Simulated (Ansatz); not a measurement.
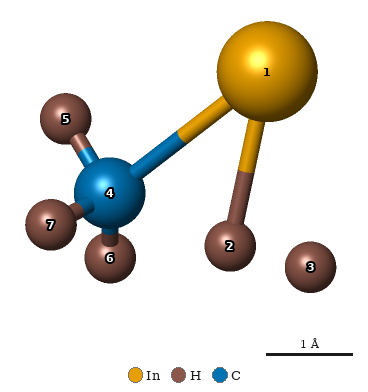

Starting structure of CH5In. The picture is a ball-and-stick view, seen from a free direction.

The reaction that was planned forms H2–H3 and breaks In1–H2, In1–H3 (atoms numbered from 1 in input order).

Theory: RKS PBE0-D4/def2-SVP in Ansatz.

Input file:
```yaml
crystal:
  periodic: [false, false, false]
  atoms:
    - {symbol: In, position_ang: [-1.687700, -1.086300, 0.038300]}
    - {symbol: H, position_ang: [0.192500, -0.599000, -0.784600]}
    - {symbol: H, position_ang: [0.014200, -1.326800, -1.545500]}
    - {symbol: C, position_ang: [0.216100, 0.500100, 0.436500]}
    - {symbol: H, position_ang: [-0.144500, 0.770700, 1.441100]}
    - {symbol: H, position_ang: [1.287600, 0.324300, 0.570100]}
    - {symbol: H, position_ang: [0.121900, 1.417100, -0.155800]}
basis:
  gaussian: {orbitals: def2-SVP}
hamiltonian: {xc: pbe0, dispersion: d4}
relax: {f_tol: 0.04, max_steps: 150, escape_saddle: false, constraints: [{distance: [1, 2]}, {distance: [0, 1]}, {distance: [0, 2]}]}
```

Command:
```bash
ansatz run in.yaml --threads 2 --pin off --events-out ev --progress --plain --max-ram 4352MiB
```

Q: Predict the outcome.

A: H2 moves most after the best rigid fit: 0.15 Å. By element the largest moves are H 0.15 Å, In 0.13 Å, C 0.10 Å. Some distances before and after: In1–C4 2.510 → 2.390 Å, C4–H6 1.094 → 1.102 Å. Bond angles that change, for instance: H2–In1–C4 40.5° → 48.0°, In1–C4–H5 93.0° → 100.0°, In1–C4–H6 131.4° → 124.9°. The energy falls by 0.040 eV in 6 geometry steps. The largest force component goes from 0.31 to 0.018 eV/Å.

Final geometry:

```xyz
7

In   -1.6204   -0.9732    0.0135
H     0.2751   -0.6882   -0.8674
H     0.0175   -1.4313   -1.5897
C     0.1598    0.5443    0.5051
H    -0.1011    0.8154    1.5426
H     1.2304    0.2810    0.5083
H     0.0388    1.4521   -0.1122
```

After the run, drawn alike:

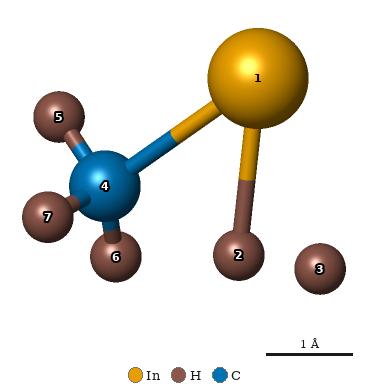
